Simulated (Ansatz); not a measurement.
One crystal and one scan (generalised stacking-fault energy along a line) at two levels, PBE (plane waves to 420 eV, PAW, scalar-relativistic; Ansatz, a quantum-chemistry and plane-wave program) and r2SCAN (plane waves to 500 eV, PAW, scalar-relativistic; Ansatz), each from its own relaxed cell and on its own mesh. The cell shown is that of PBE.

Generalised stacking fault of Na (bcc, W type) on the {211} plane. The cell below holds the perfect crystal with the plane normal along z; tilting its third vector by the shift puts one fault into each cell, between planes 1.71 Å apart, at fixed cell height.

```
CELL_PARAMETERS angstrom
      3.63453     0.00000     0.00000
      0.00000     5.93516     0.00000
      0.00000     0.00000    10.28001
ATOMIC_POSITIONS crystal
  Na 0.00000 0.00000 0.91667
  Na 0.66667 0.50000 0.08333
  Na 0.33333 0.00000 0.25000
  Na 0.00000 0.50000 0.41667
  Na 0.66667 0.00000 0.58333
  Na 0.33333 0.50000 0.75000
```

In-plane vectors a = (3.635, 0.000) Å, b = (0.000, 5.935) Å, area 21.57 Å². The shift is s times the vector a (length 3.635 Å), so s = 1 restores the start. The shift is rigid: no atom relaxes. γ = [E(shift) − E(0)] / area.

Energies are extrapolated to zero smearing. Na was relaxed with its symmetry unable to fall. The PAW data are Ansatz's earlier set. Faults lie only 10.3 Å apart, and holding the cell height and the atoms raises γ above its relaxed value. With partly filled bands, the k mesh leaves noise in γ, roughly 0.02 J/m² as judged from a few cases. Percentages come from the unrounded values. Both scans cover s from 0.000 to 0.917.

```
quantity                                 PBE  r2SCAN     PBE − r2SCAN
-------------------------------------  -----  ------  ---------------
Lattice constant a (Å)                 4.197   4.222  -0.025 (-0.6 %)
Highest computed γ on the line (J/m²)   0.06    0.07            -0.01
```

PBE gives the lower value for: lattice constant a. Both give the same position of the highest point: s = 0.333 and s = 0.417 and s = 0.500 and s = 0.583.

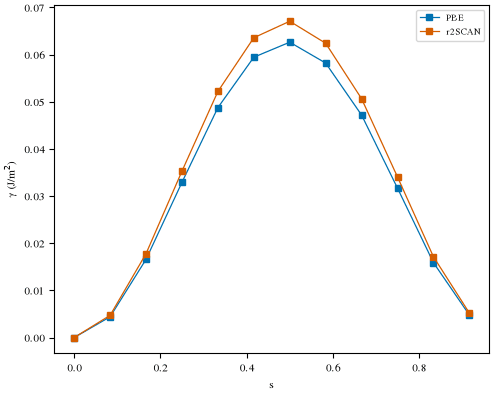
Figure: γ, each from zero shift of its own level.

(The slope of γ gives the shear force per area between the displaced halves; near zero shift its curvature is an elastic stiffness.)
